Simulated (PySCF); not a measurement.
Run report: C5H12OSi (charge +1), EPR calculation

The run: EPR calculation of C5H12OSi, charge +1, multiplicity 2, SMILES [CH2+][C](CC)CO[SiH3]. Method and program: UKS B3LYP, pcH-1 on C H O Si, non-relativistic, mean-field spin-orbit, GIAO (PySCF 2.14.0).

It belongs to a series of runs on one base structure; here: electron removed.

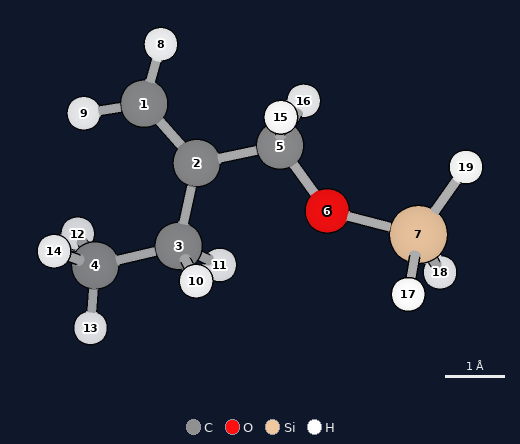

The input geometry (ball-and-stick view, seen at a tilt; atoms are numbered from 1 in the order of the input). Bond lengths as drawn: C–C 1.35 to 1.51 Å, C–H 1.08 to 1.10 Å, C–O 1.38 Å, H–Si 1.46 to 1.47 Å and O–Si 1.63 Å.

**Input file**
```
{"job": {"kind": "epr", "basis": "pcH-1"}, "charge": 1, "multiplicity": 2}
C      1.351809    -0.812852     1.647676
C      0.552074    -0.320485     0.675457
C      1.017213     0.482377    -0.477901
C      2.501944     0.761938    -0.581326
C     -0.922599    -0.590424     0.741615
O     -1.621888    -0.031652    -0.302625
Si    -3.160474     0.080525    -0.841166
H      0.955646    -1.394115     2.463697
H      2.414777    -0.646045     1.644321
H      0.454046     1.426935    -0.468608
H      0.659167    -0.015161    -1.390883
H      3.075318    -0.160155    -0.650309
H      2.700036     1.350109    -1.472720
H      2.860261     1.322874     0.279335
H     -1.312977    -0.220051     1.704594
H     -1.086964    -1.681012     0.770653
H     -3.324709     1.539634    -0.907194
H     -3.018329    -0.464673    -2.198688
H     -4.104154    -0.618515     0.020211
```

The first line tells a small driver script what to run in PySCF; the rest is the geometry in Å.

Hardware: 1 CPU thread, shared host.

Launch command:
```bash
OMP_NUM_THREADS=1 python <driver script> task.json out
```

**The program's output**
```
UKS, coarse grid
  cycle   1  E = -562.06987621  |g| = 5.55e-01
  cycle   2  E = -561.50422696  |g| = 1.24e+00
  cycle   3  E = -562.15021158  |g| = 2.46e-01
  cycle   4  E = -562.17967388  |g| = 9.36e-02
  cycle   5  E = -562.18441011  |g| = 2.24e-02
  cycle   6  E = -562.18462762  |g| = 1.09e-02
  cycle   7  E = -562.18468973  |g| = 3.73e-03
  cycle   8  E = -562.18469665  |g| = 1.69e-03
  cycle   9  E = -562.18469974  |g| = 6.13e-04
UKS, final grid
  cycle   1  E = -562.18469525  |g| = 8.20e-04
  cycle   2  E = -562.18469479  |g| = 1.30e-03
  cycle   3  E = -562.18469560  |g| = 2.03e-04
  cycle   4  E = -562.18469562  |g| = 7.55e-05
  cycle   5  E = -562.18469563  |g| = 4.22e-05
  cycle   6  E = -562.18469563  |g| = 8.29e-06
E = -562.18469563 Eh   <S^2> = 0.7555 (exact 0.7500)
g shifts (ppm)      1          2          3
  rmc          -168       -168       -168
  gc              3         35         29
  oz_so           6       1899       6211
  total        -160       1765       6071
hyperfine (MHz)  atom isotope    a_iso     a_fc   dipolar eigenvalues
    0   13C      32.85      32.93    -41.35    -40.30     81.65
    1   13C      -6.43      -6.54    -13.93     -9.64     23.57
    2   13C      -6.96      -6.98     -4.07     -2.79      6.85
    3   13C      -1.30      -1.30     -0.50     -0.27      0.77
    4   13C     -21.62     -21.71     -7.56     -4.02     11.58
    5   17O     -17.99     -17.61    -60.27     29.92     30.35
    6  29Si      18.72      18.79     -1.76      0.21      1.54
    7    1H     -31.86     -31.86    -18.17     -3.58     21.76
    8    1H     -32.92     -32.92    -19.34     -3.05     22.39
    9    1H      73.98      73.97     -4.24     -1.34      5.58
   10    1H      72.46      72.45     -4.27     -1.29      5.56
   11    1H       3.17       3.17     -2.05     -1.45      3.50
   12    1H      -0.61      -0.61     -1.15     -0.88      2.03
   13    1H       3.33       3.33     -2.04     -1.44      3.48
   14    1H     179.13     179.13     -7.04     -1.78      8.82
   15    1H     180.15     180.14     -7.04     -1.79      8.83
   16    1H      61.85      61.84     -1.72     -0.36      2.09
   17    1H      61.12      61.12     -1.72     -0.38      2.10
   18    1H      -2.41      -2.41     -1.29     -0.67      1.96
```

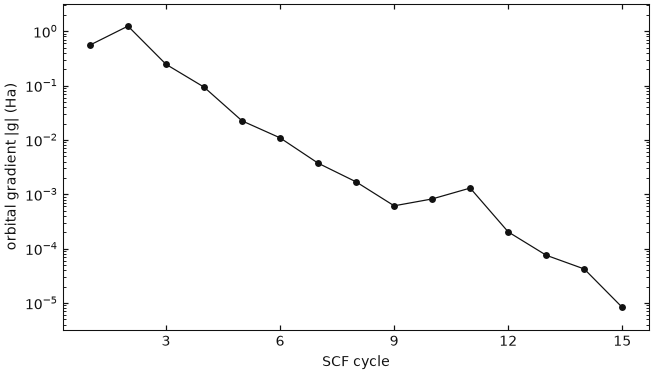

Convergence of the self-consistent field: orbital gradient |g| against the SCF cycle. All cycles printed in the log are drawn one after another.

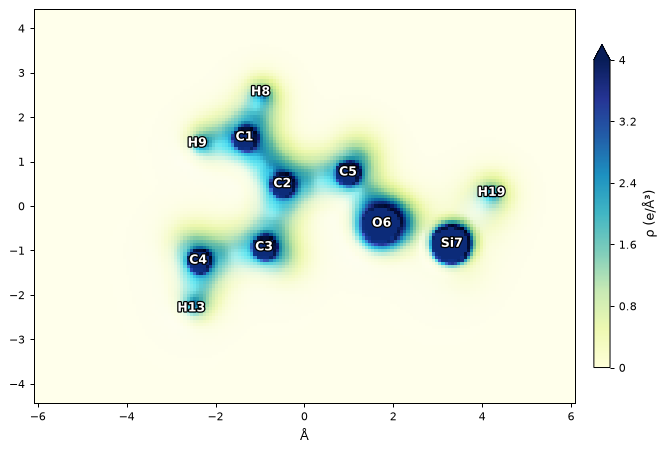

Electron density on the plane of atoms C1, C2 and C3. C–C (1.35 Å): ρ is about 2.3 e/Å³ halfway. C–O (1.38 Å): ρ is about 2.1 e/Å³ halfway, with its minimum of 1.9 e/Å³ about 0.5 Å from C. C–H (1.08 Å): ρ is about 2.1 e/Å³ halfway. C–C (1.48 Å): ρ is about 1.8 e/Å³ halfway.

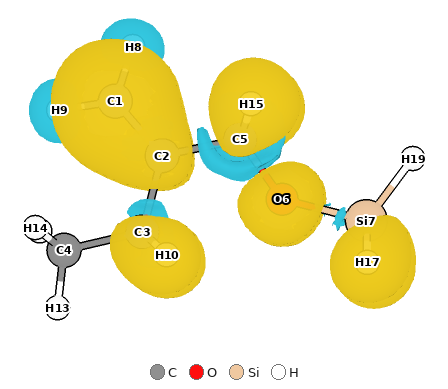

Isosurfaces of the spin density (α minus β) at +0.004 (yellow) and −0.004 e/Å³ (cyan), seen face on. The unpaired spin (1 electron) lies mostly on C1 (about 0.4), O6 (about 0.2) and C2 (about 0.1), in electrons by Hirshfeld's partition.

**Summary**

```tsv
quantity	value
outcome	converged
total energy	−562.184696 hartree
⟨S²⟩	0.755
isotropic g	2.0049
wall time	91 s
peak memory	0.97 GiB
```
